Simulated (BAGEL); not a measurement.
# B3LYP/6-31G(d) (density fitting with qzvpp-jkfit, spherical functions) run of C2H3BClN (SMILES C#CB(N)Cl)

What is the energy change on altering one bond length of C2H3BClN at B3LYP/6-31G* (density fitting with qzvpp-jkfit, spherical functions)? 

The results are computed with BAGEL 1.2.2.

2 further runs of the same task are left out: 1 that didn't finish, 1 set aside as unsound or not needed. Runs told in other sessions of the task aren't counted.

## 1. The molecule

C2H3BClN has 8 atoms, charge 0, and is taken as a singlet. SMILES: `C#CB(N)Cl`. The shape is that of a GFN2-xTB optimisation.

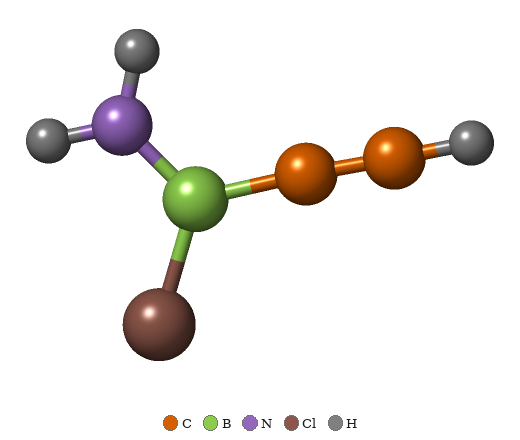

The structure, seen from a chosen angle (carbon orange, boron green, nitrogen purple, chlorine brown, hydrogen grey).

## 2. A single-point energy at B3LYP/6-31G(d) (density fitting with qzvpp-jkfit, spherical functions)

The input, job.json:

```json
{ "bagel" : [

{
  "title" : "molecule",
  "basis" : "6-31gs.json",
  "df_basis" : "qzvpp-jkfit",
  "angstrom" : true,
  "geometry" : [
    { "atom" : "C", "xyz" : [   -0.093600,    1.671730,    1.445530 ] },
    { "atom" : "C", "xyz" : [   -0.021150,    0.879920,    0.543170 ] },
    { "atom" : "B", "xyz" : [    0.080990,   -0.067780,   -0.638370 ] },
    { "atom" : "N", "xyz" : [   -0.019290,   -1.442560,   -0.490890 ] },
    { "atom" : "Cl", "xyz" : [    0.332360,    0.584170,   -2.235220 ] },
    { "atom" : "H", "xyz" : [   -0.160220,    2.351010,    2.245560 ] },
    { "atom" : "H", "xyz" : [    0.046320,   -2.081900,   -1.264990 ] },
    { "atom" : "H", "xyz" : [   -0.165420,   -1.894590,    0.395210 ] }
  ]
},
{
  "title" : "ks",
  "xc_func" : "b3lyp"
},
{
  "title" : "print",
  "file" : "orbitals.molden",
  "orbitals" : true
}

]}
```

The basis set 6-31G* is read from a file made from the Basis Set Exchange's data (not shown).

Command:

```
BAGEL_NUM_THREADS=1 BAGEL job.json > job.out
```

What it wrote:

```text
* using 1 threads per process

  ===============================================================
  ===============================================================

  *** Geometry ***

  { "atom" : "C", "xyz" : [     -0.176878,      3.159112,      2.731656 ] },
  { "atom" : "C", "xyz" : [     -0.039968,      1.662808,      1.026443 ] },
  { "atom" : "B", "xyz" : [      0.153049,     -0.128086,     -1.206344 ] },
  { "atom" : "N", "xyz" : [     -0.036453,     -2.726043,     -0.927648 ] },
  { "atom" : "Cl", "xyz" : [      0.628069,      1.103921,     -4.223954 ] },
  { "atom" : "H", "xyz" : [     -0.302772,      4.442765,      4.243493 ] },
  { "atom" : "H", "xyz" : [      0.087532,     -3.934221,     -2.390485 ] },
  { "atom" : "H", "xyz" : [     -0.312598,     -3.580256,      0.746839 ] },

  Number of auxiliary basis functions:      484

  Since a DF basis is specified, we compute 2- and 3-index integrals:
    o Being stored without compression. Storage requirement is 0.025 GB

  Number of basis functions:       80
  Number of electrons      :       44

    * METHOD: MOLECULE                             0.24

  *** Kohn-Sham DFT ***

    * Removing 14647 points whose weight is below 1.00e-10
    * Grid points: 104601

  === Nuclear Repulsion ===
   169.9811796102

       - DIIS with orbital gradients will be used.

  === KS iteration (b3lyp / 6-31gs.json) ===
      0       -551.08903660          0.12725825           0.38
      1       -406.83282454          0.21989811           0.36
      2       -505.63527360          0.15124612           0.36
      3       -594.02192064          0.11521399           0.36
      4       -604.01917507          0.12163244           0.36
      5       -615.73203953          0.05398959           0.36
      6       -617.70908907          0.01792473           0.36
      7       -616.21518611          0.04949399           0.36
      8       -617.53333800          0.02087588           0.36
      9       -617.81430336          0.00796143           0.36
     10       -617.84100411          0.00205360           0.36
     11       -617.84161974          0.00167736           0.36
     12       -617.84262641          0.00021992           0.37
     13       -617.84264864          0.00002897           0.36
     14       -617.84264893          0.00001701           0.36
     15       -617.84264909          0.00000620           0.36
     16       -617.84264911          0.00000362           0.36
     17       -617.84264911          0.00000196           0.36
     18       -617.84264912          0.00000054           0.37
     19       -617.84264912          0.00000017           0.36
     20       -617.84264912          0.00000003           0.36
     21       -617.84264912          0.00000002           0.36
     22       -617.84264912          0.00000001           0.36
    * SCF iteration converged.

    * Permanent dipole moment:
           (    0.139357,     0.819440,    -0.677870) a.u.

    * METHOD: KS                                   8.80

    * METHOD: PRINT                                0.01

  ===============================================================
```

It took 9.3 s on 1 thread of Arm Neoverse V2, shared host; peak memory 0.41 GiB.

## 3. The distorted shape

The input, dft.json:

```json
{ "bagel" : [

{
  "title" : "molecule",
  "basis" : "6-31gs.json",
  "df_basis" : "qzvpp-jkfit",
  "angstrom" : "true",
  "geometry" : [
    { "atom" : "C", "xyz" : [   -0.131308,    1.573932,    1.685071 ] },
    { "atom" : "C", "xyz" : [   -0.058858,    0.782122,    0.782711 ] },
    { "atom" : "B", "xyz" : [    0.043282,   -0.165578,   -0.398829 ] },
    { "atom" : "N", "xyz" : [   -0.056998,   -1.540358,   -0.251349 ] },
    { "atom" : "Cl", "xyz" : [    0.332360,    0.584170,   -2.235220 ] },
    { "atom" : "H", "xyz" : [   -0.197928,    2.253212,    2.485101 ] },
    { "atom" : "H", "xyz" : [    0.008612,   -2.179698,   -1.025449 ] },
    { "atom" : "H", "xyz" : [   -0.203128,   -1.992388,    0.634751 ] }
  ]
},
{ "title" : "ks", "xc_func" : "b3lyp" },
{ "title" : "print", "file" : "orbitals.molden", "orbitals" : "true" }

]}
```

The basis set 6-31G* is read from a file made from the Basis Set Exchange's data (not shown).

Command:

```
BAGEL_NUM_THREADS=1 BAGEL dft.json > dft.out
```

What it wrote:

```text
* using 1 threads per process

  ===============================================================
  ===============================================================

  *** Geometry ***

  { "atom" : "C", "xyz" : [     -0.248136,      2.974300,      3.184323 ] },
  { "atom" : "C", "xyz" : [     -0.111226,      1.477996,      1.479109 ] },
  { "atom" : "B", "xyz" : [      0.081791,     -0.312897,     -0.753678 ] },
  { "atom" : "N", "xyz" : [     -0.107711,     -2.910855,     -0.474981 ] },
  { "atom" : "Cl", "xyz" : [      0.628069,      1.103921,     -4.223954 ] },
  { "atom" : "H", "xyz" : [     -0.374030,      4.257954,      4.696160 ] },
  { "atom" : "H", "xyz" : [      0.016274,     -4.119032,     -1.937818 ] },
  { "atom" : "H", "xyz" : [     -0.383856,     -3.765068,      1.199506 ] },

  Number of auxiliary basis functions:      484

  Since a DF basis is specified, we compute 2- and 3-index integrals:
    o Being stored without compression. Storage requirement is 0.025 GB

  Number of basis functions:       80
  Number of electrons      :       44

    * METHOD: MOLECULE                             0.25

  *** Kohn-Sham DFT ***

    * Removing 14337 points whose weight is below 1.00e-10
    * Grid points: 104911

  === Nuclear Repulsion ===
   162.1408957862

       - DIIS with orbital gradients will be used.

  === KS iteration (b3lyp / 6-31gs.json) ===
      0       -553.56429258          0.10571677           0.38
      1       -409.16128197          0.21662404           0.36
      2       -500.81498862          0.13306502           0.35
      3       -589.43926135          0.12808093           0.36
      4       -602.92808507          0.09470495           0.36
      5       -616.39355387          0.04678910           0.36
      6       -617.48516823          0.02576707           0.36
      7       -613.25490859          0.07389609           0.36
      8       -617.37713734          0.03424217           0.36
      9       -617.78764308          0.00831610           0.36
     10       -617.82621398          0.00337272           0.36
     11       -617.83075779          0.00156123           0.37
     12       -617.83178299          0.00032625           0.36
     13       -617.83181999          0.00011185           0.36
     14       -617.83182580          0.00002437           0.35
     15       -617.83182597          0.00002187           0.35
     16       -617.83182617          0.00000242           0.35
     17       -617.83182617          0.00000048           0.35
     18       -617.83182617          0.00000030           0.35
     19       -617.83182617          0.00000009           0.35
     20       -617.83182617          0.00000003           0.35
     21       -617.83182617          0.00000001           0.35
     22       -617.83182617          0.00000001           0.35
     23       -617.83182617          0.00000000           0.36
    * SCF iteration converged.

    * Permanent dipole moment:
           (    0.210342,     0.972926,    -1.142745) a.u.

    * METHOD: KS                                   9.04

    * METHOD: PRINT                                0.01

  ===============================================================
```

It took 9.6 s on 1 thread of Arm Neoverse V2, shared host; peak memory 0.41 GiB.

## 4. Results

Level: B3LYP/6-31G* (density fitting with qzvpp-jkfit, spherical functions).

```
                                                          quantity          value
                                         first shape: total energy  -617.84265 Eh
                                        first shape: dipole moment         2.73 D
                                          first shape: HOMO energy       -7.52 eV
                                          first shape: LUMO energy       -0.62 eV
                                        first shape: HOMO–LUMO gap        6.91 eV
                                     distorted shape: total energy  -617.83183 Eh
                                    distorted shape: dipole moment         3.85 D
                                      distorted shape: HOMO energy       -7.72 eV
                                      distorted shape: LUMO energy       -0.99 eV
                                    distorted shape: HOMO–LUMO gap        6.73 eV
energy change with the B3–Cl5 bond stretched from 1.743 to 2.004 Å       0.295 eV
```

In words: With the B3–Cl5 bond stretched from 1.743 to 2.004 Å the energy rises by 0.29 eV (6.8 kcal/mol). The first shape isn't relaxed at this level, so the change isn't measured from a minimum.
